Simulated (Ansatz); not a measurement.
# One shape, several levels: InSiH3OF (SMILES [F][In][O][SiH3])

We compute a comparison of 6 runs (U-revPBE/def2-SVP, U-wB97M-V/def2-SVP, UB3LYP/def2-SVP, UBLYP/def2-SVP, UCAM-B3LYP/def2-SVP, UCCSD(T)/def2-SVP) of InSiH3OF. 

Program for the calculation: Ansatz 0.2.0.

99 further runs of the same task are left out: 99 set aside as unsound or not needed. Runs told in other sessions of the task aren't counted.

## Step 1: The system as given

The species is InSiH3OF (7 atoms), meant as a doublet with charge 0. SMILES: `[F][In][O][SiH3]`. The F1–In2 distance was set to 4.318 Å, away from the relaxed value. At this shape a bond of the SMILES string is far longer than usual.

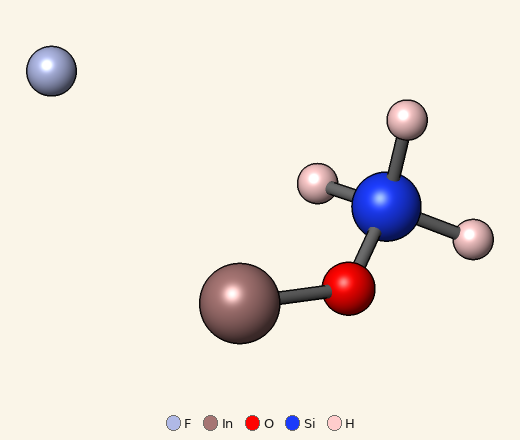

The structure, seen from a chosen angle (fluorine light blue, indium brown, oxygen red, silicon blue, hydrogen pink).

## Step 2: The energy at U-revPBE/def2-SVP (core potential) (run 1)

in.yaml

```yaml
crystal:
  periodic: [false, false, false]
  atoms:
    - {symbol: F, position_ang: [0.619750, -2.686423, 4.039188]}
    - {symbol: In, position_ang: [-0.761200, -2.248400, -0.028200]}
    - {symbol: O, position_ang: [-0.475400, -0.461700, -0.849100]}
    - {symbol: Si, position_ang: [0.186800, 0.948700, -0.346200]}
    - {symbol: H, position_ang: [0.075900, 1.937000, -1.452700]}
    - {symbol: H, position_ang: [-0.518200, 1.488800, 0.850500]}
    - {symbol: H, position_ang: [1.625500, 0.783000, 0.005100]}
basis:
  gaussian: {orbitals: def2-SVP}
accuracy: high
output: {orbitals: {seedname: orbitals}}
hamiltonian: {xc: {name: revPBE}}
magnetization: {spin_polarized: true, initial_magnetization: 1}
```

Launch:

```
$ ansatz run in.yaml --threads 1 --pin off --max-ram 3480MiB --events-out events.jsonl --progress --plain --runs-dir runs
```

Standard output:

```text
Warning: RAYON_NUM_THREADS=1 ignored (pool sized by the plan → 1); use --threads N
Functional definition: revPBE
  name "revPBE"
  parameter kappa = 1.245
  parameter beta = 0.06672455060314922
  exchange = pbe_x(kappa = kappa, mu = beta*pi^2/3)
  correlation = pbe_c(beta = beta)
1890 factors; integrals over basis functions are off by at most 3.9e-8 eV
mean field evaluation 1: about -17838.0630 eV, gradient 5.7e1 eV
mean field evaluation 2: about -17465.9743 eV, gradient 1.5e2 eV
mean field evaluation 4: about -17844.5121 eV, gradient 4.2e1 eV
mean field evaluation 8: about -17844.5071 eV, gradient 4.2e1 eV
mean field evaluation 16: about -17854.7851 eV, gradient 9.8e-2 eV
mean field evaluation 32: about -17854.2052 eV, gradient 9.2e0 eV
mean field evaluation 64: about -17854.7370 eV, gradient 4.5e-1 eV
mean field evaluation 96: about -17854.7793 eV, gradient 1.1e-1 eV
mean field -17854.78711947 eV, -656.1513242310 hartree, gradient 3.0e-8 eV, S^2 0.751126; 10 other end points of the search recorded, 0 dependent functions left out
reference -17854.78712445 eV, -656.1513244140 hartree; 28, 27 occupied and 59, 60 virtual orbitals, 1890 factors
Total energy: -17854.78712445 eV, -656.1513244140 hartree
```

Run time: 30 s. Hardware: 1 thread of Intel Xeon 6975P-C (Granite Rapids), shared host; peak memory 0.32 GiB.

## Step 3: The energy at U-wB97M-V/def2-SVP (core potential) (run 2)

run.yaml

```yaml
crystal:
  periodic: [false, false, false]
  atoms:
    - {symbol: F, position_ang: [0.619750, -2.686423, 4.039188]}
    - {symbol: In, position_ang: [-0.761200, -2.248400, -0.028200]}
    - {symbol: O, position_ang: [-0.475400, -0.461700, -0.849100]}
    - {symbol: Si, position_ang: [0.186800, 0.948700, -0.346200]}
    - {symbol: H, position_ang: [0.075900, 1.937000, -1.452700]}
    - {symbol: H, position_ang: [-0.518200, 1.488800, 0.850500]}
    - {symbol: H, position_ang: [1.625500, 0.783000, 0.005100]}
basis:
  gaussian:
    orbitals: def2-SVP
magnetization:
  spin_polarized: true
  initial_magnetization: 1
hamiltonian:
  xc: {name: wB97M-V}
accuracy: high
output: {orbitals: {seedname: orbitals}}
```

Launch:

```
$ ansatz run run.yaml --threads 1 --pin off --max-ram 3480MiB --events-out events.jsonl --progress --plain --runs-dir runs
```

Standard output, cut to the lines that bear on the results:

```text
Warning: RAYON_NUM_THREADS=1 ignored (pool sized by the plan → 1); use --threads N
Functional definition: wB97M-V
  name "wB97M-V"
[...]
  gx(w, u) = 1 - cx + cx01*u + cx10*w
  gss(w, u) = css00 + css04*u^4 + css10*w + css20*w^2 + css43*w^4*u^3
  gos(w, u) = cos00 + cos10*w + (cos20 + cos21*u)*w^2 + (cos60 + cos61*u)*w^6
[...]
      + integral(e_c_pw_mod_opposite_spin*gos(b97_w_opposite, b97_u_opposite)) + vv10(b, c)
1890 factors; integrals over basis functions are off by at most 3.9e-8 eV
423 factors; integrals over basis functions are off by at most 2.4e-9 eV
[...]
mean field -17852.88980672 eV, -656.0815992736 hartree, gradient 2.0e-8 eV, S^2 0.751148; 4 other end points of the search recorded, 0 dependent functions left out
reference -17852.88981155 eV, -656.0815994511 hartree; 28, 27 occupied and 59, 60 virtual orbitals, 1890 factors
Total energy: -17852.88981155 eV, -656.0815994511 hartree
```

Run time: 6 min. Hardware: 1 thread of Intel Xeon 6975P-C (Granite Rapids), shared host; peak memory 1.2 GiB.

## Step 4: The energy at UB3LYP/def2-SVP (core potential) (run 3)

job.yaml

```yaml
crystal:
  periodic: [false, false, false]
  atoms:
    - {symbol: F, position_ang: [0.619750, -2.686423, 4.039188]}
    - {symbol: In, position_ang: [-0.761200, -2.248400, -0.028200]}
    - {symbol: O, position_ang: [-0.475400, -0.461700, -0.849100]}
    - {symbol: Si, position_ang: [0.186800, 0.948700, -0.346200]}
    - {symbol: H, position_ang: [0.075900, 1.937000, -1.452700]}
    - {symbol: H, position_ang: [-0.518200, 1.488800, 0.850500]}
    - {symbol: H, position_ang: [1.625500, 0.783000, 0.005100]}
basis:
  gaussian: {orbitals: def2-SVP}
magnetization: {spin_polarized: true, initial_magnetization: 1}
hamiltonian: {xc: {name: B3LYP}}
accuracy: high
output: {orbitals: {seedname: orbitals}}
```

Launch:

```
$ ansatz run job.yaml --threads 1 --pin off --max-ram 3480MiB --events-out events.jsonl --progress --plain --runs-dir runs
```

Standard output, cut to the lines that bear on the results:

```text
Warning: RAYON_NUM_THREADS=1 ignored (pool sized by the plan → 1); use --threads N
Functional definition: B3LYP
  name "B3LYP"
[...]
1890 factors; integrals over basis functions are off by at most 3.9e-8 eV
[...]
mean field -17859.02965497 eV, -656.3072345350 hartree, gradient 2.7e-8 eV, S^2 0.751682; 6 other end points of the search recorded, 0 dependent functions left out
reference -17859.02969810 eV, -656.3072361201 hartree; 28, 27 occupied and 59, 60 virtual orbitals, 1890 factors
Total energy: -17859.02969810 eV, -656.3072361201 hartree
```

Wall time 41 s (1 thread of Intel Xeon 6975P-C (Granite Rapids), shared host); peak memory 0.49 GiB.

Runs 4 to 5 aren't shown in full; the table further down has their settings and results.

## Step 5: A single-point energy at UCCSD(T)/def2-SVP (core potential) (run 6)

input.yaml

```yaml
crystal:
  periodic: [false, false, false]
  atoms:
    - {symbol: F, position_ang: [0.619750, -2.686423, 4.039188]}
    - {symbol: In, position_ang: [-0.761200, -2.248400, -0.028200]}
    - {symbol: O, position_ang: [-0.475400, -0.461700, -0.849100]}
    - {symbol: Si, position_ang: [0.186800, 0.948700, -0.346200]}
    - {symbol: H, position_ang: [0.075900, 1.937000, -1.452700]}
    - {symbol: H, position_ang: [-0.518200, 1.488800, 0.850500]}
    - {symbol: H, position_ang: [1.625500, 0.783000, 0.005100]}
basis:
  gaussian:
    orbitals: def2-SVP
magnetization:
  spin_polarized: true
  initial_magnetization: 1
correlation:
  method: ccsd_t
  frozen_orbitals: {F: 1, H: 0, In: 4, O: 1, Si: 5}
accuracy: high
scf:
  omitted_lower_state_checks: [cluster_reference, increment]
```

Launch:

```
$ ansatz run input.yaml --threads 1 --pin off --max-ram 3480MiB --events-out events.jsonl --progress --plain --runs-dir runs
```

Standard output:

```text
Warning: RAYON_NUM_THREADS=1 ignored (pool sized by the plan → 1); use --threads N
[... 18 lines left out ...]
11 core orbitals not correlated: weight in the atoms' cores, before any rotation towards them, 1.000 or more for the frozen orbitals, at most 0.000 for the correlated occupied ones
[... 68 lines left out ...]
Total energy: -17810.10315106 eV, -654.5092186800 hartree
Checks for a lower state left out: cluster_reference, increment
```

Run time: 1.9 min. Hardware: 1 thread of Intel Xeon 6975P-C (Granite Rapids), shared host; peak memory 1 GiB.

## Step 6: Overview of the runs

```
run                                 level  frozen core orbitals  energy (Eh)  HOMO energy (eV)  LUMO energy (eV)   ⟨S²⟩  wall time
  1    U-revPBE/def2-SVP (core potential)                     –  -656.151324             -6.56             -6.46  0.751       30 s
  2   U-wB97M-V/def2-SVP (core potential)                     –  -656.081599             -9.15             -3.70  0.751      6 min
  3      UB3LYP/def2-SVP (core potential)                     –  -656.307236             -7.16             -6.30  0.752       41 s
  4       UBLYP/def2-SVP (core potential)                     –  -656.154255             -6.54             -6.44  0.751       34 s
  5  UCAM-B3LYP/def2-SVP (core potential)                     –  -656.146683             -8.31             -5.12  0.751       46 s
  6    UCCSD(T)/def2-SVP (core potential)                    11  -654.509219                 –                 –  0.752    1.9 min
```

## Step 7: Outcome

```
                                           quantity          value
                                run 6: total energy  -654.50922 Eh
run 6: correlation energy (11 core orbitals frozen)     -548.7 mEh
                              run 6: (T) correction     -11.42 mEh
           run 6: ⟨S²⟩ of the reference determinant          0.752
                               run 6: T1 diagnostic          0.013
```

**Reading.** Totals of different functionals can't be ranked against each other. All runs together took 10 min, the longest 6 min.
